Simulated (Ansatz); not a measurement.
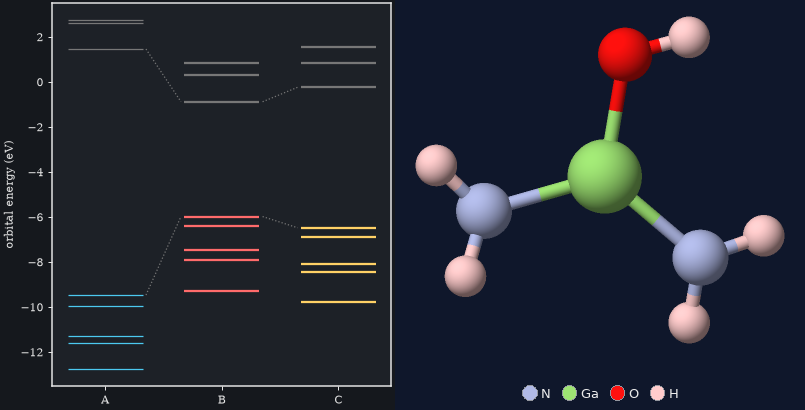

Frontier orbital energies of GaN₂H₅O, SMILES [NH2][Ga]([NH2])[OH], singlet at one geometry, def2-TZVPP, the Ansatz code 0.2.0, at a PBE0-D4/def2-TZVP geometry (a minimum by its frequencies). Empty levels are grey, levels within 0.1 eV stand side by side; all columns show the same few orbitals around the gap. Dotted lines join the HOMOs and the LUMOs.

> The columns come from B97M-V, r2SCANh and ωB97M-V. Which is which?

A: ωB97M-V (HOMO −9.47, LUMO 1.46, separation 10.93 eV)
B: B97M-V (HOMO −5.98, LUMO −0.88, separation 5.10 eV)
C: r2SCANh (HOMO −6.48, LUMO −0.24, separation 6.24 eV)

Limits of at least one run: empty levels above zero depend strongly on the basis; no scalar relativity up to krypton.
